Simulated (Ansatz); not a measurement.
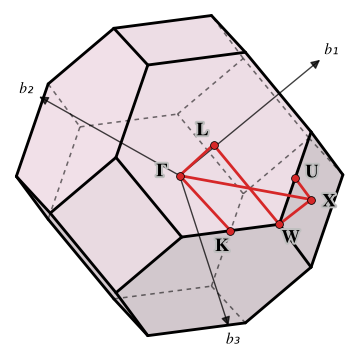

Crystal: Ir, the input geometry of an electronic-structure calculation (not necessarily at equilibrium). The first Brillouin zone and its special points. Symmetry computed with spglib at a tolerance of 0.002 Å; standard conventional cell.

Space group No. 225, Fm-3m; a = 3.873 Å, b = 3.873 Å, c = 3.873 Å, α = 90.00°, β = 90.00°, γ = 90.00°.

Labels and path follow the convention of Hinuma et al. (2017), as computed by seekpath; the arrows show the directions of the reciprocal primitive vectors b₁, b₂, b₃, in which coordinates are given; lengths include the factor 2π.

Question: List the special points with their coordinates and distances from Γ.

Answer:
| point | k₁ | k₂ | k₃ | length of k (1/Å) |
| --- | --- | --- | --- | --- |
| Γ | 0 | 0 | 0 | 0.000 |
| X | 1/2 | 0 | 1/2 | 1.622 |
| L | 1/2 | 1/2 | 1/2 | 1.405 |
| W | 1/2 | 1/4 | 3/4 | 1.814 |
| K | 3/8 | 3/8 | 3/4 | 1.721 |
| U | 5/8 | 1/4 | 5/8 | 1.721 |

Question: What is the zone's volume?

Answer: (2π)³ over the primitive cell's volume of 14.53 Å³: 17.1 Å⁻³.
